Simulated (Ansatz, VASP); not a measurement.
**MoS2 in two plane-wave programs**

Aim: how closely do two programs agree when they are given the same cell, functional and k mesh?

Program: Ansatz 0.2.0. Level of theory: plane waves, with VASP 6.6.1 beside it; relaxation of cell and atoms at PBEsol. Results are calculated unless marked as measured.

The database entry behind the starting cell differs from later determinations by our own check (about 0.3 % long), so it need not match the best structure at ambient conditions.

## (1) Set-up

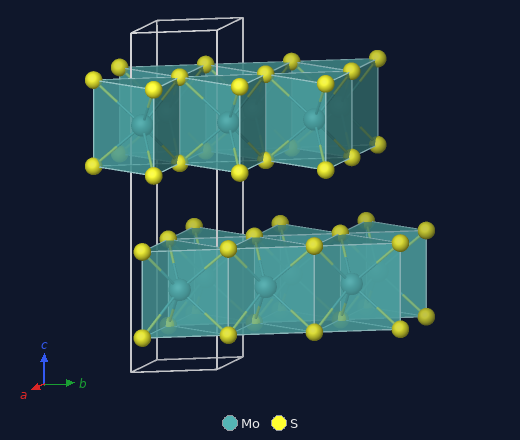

Start, viewed slightly off an axis; molybdenum teal, sulfur yellow. 2×3×1 cells are drawn. Some periodic images of atoms are drawn too.

## (2) Ansatz: relaxation of cell and atoms, PBEsol

Ansatz runs on its default PAW (the set named soft_2) files.

The relaxed volume is the usual yardstick between codes: its relative difference is about their pressure difference at one cell divided by the bulk modulus.

File input.yaml:

```yaml
crystal:
  lattice:
    - [3.169, 0.0, 0.0]
    - [-1.5845, 2.7444345046, 0.0]
    - [0.0, 0.0, 12.324]
  atoms:
    - { symbol: Mo, position: [0.3333333333, 0.6666666667, 0.25] }
    - { symbol: Mo, position: [0.6666666667, 0.3333333333, 0.75] }
    - { symbol: S, position: [0.3333333333, 0.6666666667, 0.623] }
    - { symbol: S, position: [0.6666666667, 0.3333333333, 0.123] }
    - { symbol: S, position: [0.3333333333, 0.6666666667, 0.877] }
    - { symbol: S, position: [0.6666666667, 0.3333333333, 0.377] }
hamiltonian:
  xc: pbesol
  pseudopotentials: { kind: paw }
kpoints:
  mp_grid: { grid: [10, 10, 3] }
scf:
  occupations: { method: fermi_dirac, width: 0.05 }
relax:
  f_tol: 0.01
  max_steps: 60
  cell: { stress_tol: 0.05 }
output:
  forces: true
  stress: true
  write_density: true
  write_potential: true
  elf: true
  volumetric_format: npy
```

Command:

```bash
ansatz run input.yaml --threads 4 --pin off --max-ram 9216MiB --backend cpu --events-out ev --progress --plain --runs-dir out
```

Numbers of over 12 decimals in the logs are rounded to 6 here.

Output:

```text
Engine: ansatz 0.2.0, aarch64-unknown-linux-gnu
Pseudopotentials: kind: paw
Pseudopotential: Mo, paw, valence charge 14, recommended cutoff 420 eV (normal), Mo.paw.azcp
Pseudopotential: S, paw, valence charge 6, recommended cutoff 420 eV (normal), S.paw.azcp
Functional definition: PBEsol
  exchange = pbesol_x
  correlation = pbesol_c
Crystal: 6 atoms, lattice volume = 107.183 Å³
Basis set: ecut = 420 eV, 2081 PW (Γ), exchange–correlation on 48×48×180 points (8 copies of the dense FFT grid, shifted against one another)
Bands: 32, of which v1, the nominal top of the filled ones, is band 26 counted from 1 (25 counted from 0)
Symmetry: 24 space group operations
Space group: P63/mmc (ITA 194), of the structure as read, at distance tolerance 4.8e-5 Å
k-points: 28 of 300
Non-local potential: Mo, projectors of the file, l = 0: 3, l = 1: 2, l = 2: 2, l = 3: 1
Non-local potential: S, projectors of the file, l = 0: 2, l = 1: 2, l = 2: 2
PAW form: soft (Blöchl's): semilocal exchange-correlation on the pseudo side does not see the compensation charge
PAW frozen core: Mo, regenerated for the run's functional, and the local potential with it (the file was generated under x = pbe(κ = 0.804, μ = 0.219515), c = pbe(β = 0.066725))
PAW frozen core: S, regenerated for the run's functional, and the local potential with it (the file was generated under x = pbe(κ = 0.804, μ = 0.219515), c = pbe(β = 0.066725))
PAW one-centre angular grid: Mo, 590 points (default); XC on 64 Gauss nodes
PAW one-centre angular grid: S, 110 points (default); XC on 64 Gauss nodes
Initial density: superposition of atomic densities (neutral atoms: chi_scale 0, normalization atom), corrected by the library's trained network
Initial wavefunctions: pseudopotential atomic-orbital guess
Functional: x = pbesol(κ = 0.804, μ = 0.123457), c = pbesol(β = 0.046)
SCF iter   1: F=—  HF=-13340.310007 eV  |F-HF|=—  |Δ(HF+E_count)|=         —  Δρ=6.62e-3  dr2=3.23e-2  ethr=1.77e-3  ⟨swp⟩=6.6  Hψ=3861  notcnv=0
preconditioner: auto → Resta (q_TF=auto, 2.418 Å⁻¹)  ε∞=8.8  [insulator: Δε(μ)=0.876 eV  Ē_g=7.728 eV  σ=0.050 eV  W_gap=1.00  n_scr=26 (ndim 8)  ℏωp=21.5 eV  f_vac=0.016  D(μ)=0.00/eV (n_scr^D=0)  ε∞_Penn≈8.8]
SCF iter   2: F=—  HF=-13340.312288 eV  |F-HF|=—  |Δ(HF+E_count)|=   2.28e-3  Δρ=3.59e-3  dr2=6.74e-3  ethr=6.22e-5  ⟨swp⟩=2.3  Hψ=1650  notcnv=0
SCF iter   3: F=—  HF=-13340.313775 eV  |F-HF|=—  |Δ(HF+E_count)|=   1.49e-3  Δρ=1.64e-3  dr2=1.70e-3  ethr=1.30e-5  ⟨swp⟩=2.4  Hψ=1315  notcnv=0
SCF iter   4: F=—  HF=-13340.314183 eV  |F-HF|=—  |Δ(HF+E_count)|=   4.08e-4  Δρ=1.85e-4  dr2=9.10e-5  ethr=3.27e-6  ⟨swp⟩=2.0  Hψ=1314  notcnv=0
SCF iter   5: F=—  HF=-13340.314232 eV  |F-HF|=—  |Δ(HF+E_count)|=   4.85e-5  Δρ=4.90e-5  dr2=4.63e-6  ethr=1.75e-7  ⟨swp⟩=2.1  Hψ=1259  notcnv=0
SCF iter   6: F=—  HF=-13340.314235 eV  |F-HF|=—  |Δ(HF+E_count)|=   2.86e-6  Δρ=1.22e-5  dr2=3.86e-7  ethr=8.90e-9  ⟨swp⟩=2.0  Hψ=1263  notcnv=0
SCF iter   7: F=-13340.314235 eV  HF=-13340.314235 eV  |F-HF|=1.33e-8  |Δ(HF+E_count)|=   2.89e-7  Δρ=3.42e-6  dr2=1.49e-8  ethr=1.92e-10  ⟨swp⟩=9.0  Hψ=5934  notcnv=0
SCF 1 converged in 7 iterations: F = -13340.314235 eV  dr2 = 1.49e-8
  greatest PAW one-centre occupation: 0.999 electrons in one spin orbital (limit 2), on the Mo atom at site 1 (counted from 0), in its partial waves of l = 0
relax step   1: F+E_penalty+E_count = -13340.31423501 eV  Δ(F+E_penalty+E_count) = +0.000e0 eV  max|allowed force component| = 3.130e-1 eV/Å  Δτ_max = 0.0000 Å  P = -2.967 GPa  Ω = 107.183 Å³  (7 SCF iters, dr2 threshold 1.00e-7 eV, accepted)
[...]
relax step   2: F+E_penalty+E_count = -13340.32949640 eV  Δ(F+E_penalty+E_count) = -1.526e-2 eV  max|allowed force component| = 1.609e-2 eV/Å  Δτ_max = 0.0223 Å  P = +1.468 GPa  Ω = 105.408 Å³  energy of the carried Pulay correction = +1.408e-4 eV  (6 SCF iters, dr2 threshold 6.00e-7 eV, accepted)
[...]
relax step   3: F+E_penalty+E_count = -13340.34089085 eV  Δ(F+E_penalty+E_count) = -1.139e-2 eV  max|allowed force component| = 1.390e-3 eV/Å  Δτ_max = 0.0112 Å  P = +0.002 GPa  Ω = 107.225 Å³  energy of the carried Pulay correction = -3.296e-6 eV  (6 SCF iters, dr2 threshold 6.00e-7 eV, accepted)
[...]
relax step   4: F+E_penalty+E_count = -13340.34094014 eV  Δ(F+E_penalty+E_count) = -4.930e-5 eV  max|allowed force component| = 2.824e-3 eV/Å  Δτ_max = 0.0026 Å  P = +0.023 GPa  Ω = 107.380 Å³  energy of the carried Pulay correction = -1.548e-5 eV  (6 SCF iters, dr2 threshold 1.57e-8 eV, accepted)
[...]
relax step   5: F+E_penalty+E_count = -13340.34094433 eV  Δ(F+E_penalty+E_count) = -4.187e-6 eV  max|allowed force component| = 2.318e-5 eV/Å  Δτ_max = 0.0014 Å  P = +0.003 GPa  Ω = 107.489 Å³  energy of the carried Pulay correction = -2.404e-5 eV  (6 SCF iters, accepted)
[...]
relax step   6: F+E_penalty+E_count = -13340.34098951 eV  Δ(F+E_penalty+E_count) = -4.518e-5 eV  max|allowed force component| = 3.215e-5 eV/Å  Δτ_max = 0.0000 Å  P = +0.003 GPa  Ω = 107.489 Å³  stress off target by 8.09e-3 GPa  SCF on the basis re-selected at this cell (its energy is not comparable with the rows above)  (5 SCF iters)
basis re-selected at this cell: Δ(F+E_penalty+E_count) = -4.518e-5 eV, ΔP = +0.001 GPa vs the last step (what re-selecting the basis moved, of the pressure what is left beyond the Pulay correction that the steps carried, after the strain that the cell walked since its last selection, with what the two solves' SCF thresholds leave and, on support functions, any second-order correction that the steps lacked; it is no m [...]
SCF converged after 5 iterations
Free energy (F): -13340.340990 eV
Harris-Foulkes:  -13340.340990 eV  (|F-HF|=3.64e-12)
Internal energy: -13340.340989 eV  (E = F + TS)
E sigma→0 (E₀):  -13340.340989 eV
Entropy (-TS):   -0.000001 eV (-0.000 meV/atom)
Fermi energy:    11.116841 eV
--- Per-component energies (eV) ---
  E_band       = -320.603924
  E_kinetic    = 1313.341269
  E_local      = -4123.654050  (includes V_loc(G=0)·N_el)
  E_nonlocal   = 402.865589
  E_hartree    = 1602.943289
  E_xc         = -751.661561
  E_vxc        = -809.559496  (∫ρ·V_xc dr)
  E_paw        = -8623.833398  (= ΣΔE_a)
  E_vpaw       = -309.484151  (= ΣTr[D̂ρ^β])
  E_aug_tail   = 0.000061  (compensation charges beyond the density's cutoff)
  E_ewald      = -3161.008584
  E_core_change = 0.666396  (= ΣΔE_core)
  E_smearing   = -0.000001  (= −TS)
  E_closure    = 0.000000  (closes the sum)
  Σ components = -13340.340990   (vs F -13340.340990, Δ=0.00e0)
--- Forces (eV/Å), atoms counted from 1 ---
  atom   1  Mo     0.00000000    -0.00000000    -0.00000000
  atom   2  Mo    -0.00000000     0.00000000     0.00000000
  atom   3  S     -0.00000000     0.00000000    -0.00003215
  atom   4  S      0.00000000    -0.00000000    -0.00003215
  atom   5  S     -0.00000000     0.00000000     0.00003215
  atom   6  S      0.00000000    -0.00000000     0.00003215
  max |Σ_I F_I| component: 6.94e-18 eV/Å
--- Stress (GPa, compression-positive) ---
        0.001154       0.000000      -0.000000
        0.000000       0.001154       0.000000
       -0.000000       0.000000       0.008095
  P = ⅓ Tr σ = 0.0035 GPa (0.035 kbar)
--- Band table (eV; the first three rows and the last of 28) ---
  k-point 0: bands = [... 22 lower, 8.6126, 9.3451, 9.5218, 10.6565, 12.9331, 12.9331, 12.9529, 12.9529, ... 2 higher]
  k-point 1: bands = [... 22 lower, 8.6046, 8.6046, 10.1267, 10.5287, 12.9353, 12.9353, 12.9443, 12.9443, ... 2 higher]
  k-point 2: bands = [... 22 lower, 8.7152, 9.5370, 9.6040, 10.4036, 12.7488, 12.7747, 12.8156, 12.9608, ... 2 higher]
  k-point 27: bands = [... 22 lower, 7.9163, 8.0724, 9.8918, 9.9602, 11.9799, 12.0161, 12.8691, 13.2707, ... 2 higher]
--- Relaxed structure (5 steps of the walk, 5 accepted, 1 SCFs on fresh bases) ---
  F+E_penalty+E_count = -13340.34098951 eV   max|allowed force component| = 3.215e-5 eV/Å   (the final SCF, on the basis selected at the relaxed cell)
  cell:  # Å, volume = 107.4893 Å³
    - [3.141423, 0, 0]
    - [-1.570711, 2.720552, 0]
    - [0, 0, 12.577134]
  atoms:
    - { symbol: Mo, position: [0.333333, 0.666667, 0.25] }
    - { symbol: Mo, position: [0.666667, 0.333333, 0.750000] }
    - { symbol: S, position: [0.333333, 0.666667, 0.626042] }
    - { symbol: S, position: [0.666667, 0.333333, 0.126042] }
    - { symbol: S, position: [0.333333, 0.666667, 0.873958] }
    - { symbol: S, position: [0.666667, 0.333333, 0.373958] }
```

Run time: 15 s. Hardware: 4 threads of Arm Neoverse N1, shared host; peak memory 0.46 GiB.

## (3) VASP: relaxation of cell and atoms, PBEsol

The same cell, functional, mesh and smearing now go to VASP, with its own data sets and cutoff.

Lines of VASP's logs that name or quote its potential files are left out, and so is its time.

File INCAR:

```
SYSTEM = MoS2
PREC = Accurate
ENCUT = 520
EDIFF = 1E-06
NELM = 100
ISMEAR = -1
SIGMA = 0.05
LREAL = .FALSE.
ALGO = Normal
GGA = PS
NBANDS = 32
LASPH = .TRUE.
LORBIT = 11
LWAVE = .FALSE.
LCHARG = .FALSE.
KPAR = 4
IBRION = 2
NSW = 60
ISIF = 3
EDIFFG = -0.01
```

File POSCAR:

```
MoS2
1.0
    3.1690000000      0.0000000000      0.0000000000
   -1.5845000000      2.7444345046      0.0000000000
    0.0000000000      0.0000000000     12.3240000000
Mo S
2 4
Direct
    0.3333333333      0.6666666667      0.2500000000
    0.6666666667      0.3333333333      0.7500000000
    0.3333333333      0.6666666667      0.6230000000
    0.6666666667      0.3333333333      0.1230000000
    0.3333333333      0.6666666667      0.8770000000
    0.6666666667      0.3333333333      0.3770000000
```

File KPOINTS:

```
Automatic mesh
0
Gamma
10 10 3
0 0 0
```

Potentials, in the order of the species: Mo_sv and S (PBE family, release 64).

Command:

```bash
mpirun -np 4 vasp_std
```

Output:

```text
[banner, memory and clock lines left out]
running    4 mpi-ranks, on    1 nodes
 distrk:  each k-point on    1 cores,    4 groups
 distr:  one band on    1 cores,    1 groups

 POSCAR found type information on POSCAR MoS
 POSCAR found :  2 types and       6 ions
|                                                                             |
|               ----> ADVICE to this user running VASP <----                  |
|                                                                             |
|     You enforced a specific xc type in the INCAR file but a different       |
|     [... a line on the potential file left out ...]
|     I HOPE YOU KNOW WHAT YOU ARE DOING!                                     |
|                                                                             |

 LDA part: xc-table for (Slater+PW92), standard interpolation
 POSCAR, INCAR and KPOINTS ok, starting setup
 FFT: planning ... GRIDC
 FFT: planning ... GRID_SOFT
 FFT: planning ... GRID
 WAVECAR not read
 entering main loop
       N       E                     dE             d eps       ncg     rms          rms(c)
DAV:   1     0.434116641011E+03    0.43412E+03   -0.29492E+04  2000   0.154E+03
DAV:   2    -0.259263244562E+02   -0.46004E+03   -0.44912E+03  2176   0.388E+02
DAV:   3    -0.493782003402E+02   -0.23452E+02   -0.23288E+02  2320   0.776E+01
DAV:   4    -0.498459393101E+02   -0.46774E+00   -0.46671E+00  2144   0.110E+01
DAV:   5    -0.498587716846E+02   -0.12832E-01   -0.12825E-01  2328   0.173E+00    0.350E+01
DAV:   6    -0.476621461113E+02    0.21966E+01   -0.19574E+01  1944   0.243E+01    0.126E+01
DAV:   7    -0.472451351805E+02    0.41701E+00   -0.88513E+00  2024   0.155E+01    0.813E+00
DAV:   8    -0.468790074464E+02    0.36613E+00   -0.14371E+00  2272   0.677E+00    0.296E+00
DAV:   9    -0.468883676762E+02   -0.93602E-02   -0.15058E-01  2376   0.186E+00    0.131E+00
DAV:  10    -0.468795446005E+02    0.88231E-02   -0.57308E-02  2176   0.139E+00    0.319E-01
DAV:  11    -0.468794747278E+02    0.69873E-04   -0.24232E-03  2288   0.280E-01    0.177E-01
DAV:  12    -0.468793921019E+02    0.82626E-04   -0.32470E-04  2312   0.929E-02    0.841E-02
DAV:  13    -0.468793860687E+02    0.60332E-05   -0.15182E-04  2392   0.632E-02    0.145E-02
DAV:  14    -0.468793874372E+02   -0.13685E-05   -0.13605E-05  1960   0.211E-02    0.215E-02
DAV:  15    -0.468793875557E+02   -0.11851E-06   -0.23536E-06  1848   0.943E-03
   1 F= -.46879388E+02 E0= -.46879386E+02  d E =-.468794E+02
[... from here on, the cycles between the ionic steps are left out ...]
   2 F= -.46822264E+02 E0= -.46822262E+02  d E =0.571239E-01
   8 F= -.46903277E+02 E0= -.46903276E+02  d E =-.109505E-02
   9 F= -.46903415E+02 E0= -.46903414E+02  d E =-.138230E-03
  10 F= -.46903795E+02 E0= -.46903794E+02  d E =-.518441E-03
  11 F= -.46904395E+02 E0= -.46904394E+02  d E =-.111755E-02
  12 F= -.46904965E+02 E0= -.46904964E+02  d E =-.168803E-02
  13 F= -.46904979E+02 E0= -.46904978E+02  d E =-.170217E-02
  14 F= -.46905243E+02 E0= -.46905242E+02  d E =-.263575E-03
  15 F= -.46905639E+02 E0= -.46905638E+02  d E =-.659789E-03
  16 F= -.46905651E+02 E0= -.46905651E+02  d E =-.671874E-03
 curvature:  -8.83 expect dE=-0.136E-02 dE for cont linesearch -0.364E-06
 trial: gam=-0.18960 g(F)=  0.654E-04 g(S)=  0.892E-04 ort =-0.273E-04 (trialstep = 0.432E+00)
 search vector abs. value=  0.817E-03
 bond charge predicted
       N       E                     dE             d eps       ncg     rms          rms(c)
DAV:   1    -0.469058125306E+02   -0.16161E-03   -0.11412E-02  1848   0.576E-01    0.108E-01
DAV:   2    -0.469057264751E+02    0.86055E-04   -0.11708E-03  2000   0.212E-01    0.740E-02
DAV:   3    -0.469056982160E+02    0.28259E-04   -0.91469E-05  2040   0.502E-02    0.336E-02
DAV:   4    -0.469056935697E+02    0.46463E-05   -0.24757E-05  2008   0.250E-02    0.225E-02
DAV:   5    -0.469056945162E+02   -0.94652E-06   -0.87830E-07  1136   0.571E-03
  17 F= -.46905695E+02 E0= -.46905694E+02  d E =-.435061E-04
 trial-energy change:   -0.000044  1 .order   -0.000044   -0.000069   -0.000019
 step:   0.5918(harm=  0.5918)  dis= 0.00178  next Energy=   -46.905698 (dE=-0.473E-04)
 reached required accuracy - stopping structural energy minimisation
```

(Part 1 of 2 ends here.)

[Lines on the potential files, build, host, timing and source positions are cut from VASP's logs without a mark.]

[Logs are printed without paths, hosts, clocks, repeated set-up lines and the standing remarks that a program may print on its own settings, such as how far it seeks lower states.]

[Hosts, paths, dates, database ids (printed as entryN), source tags and the programs' standing remarks are cut or masked in the printed files.]
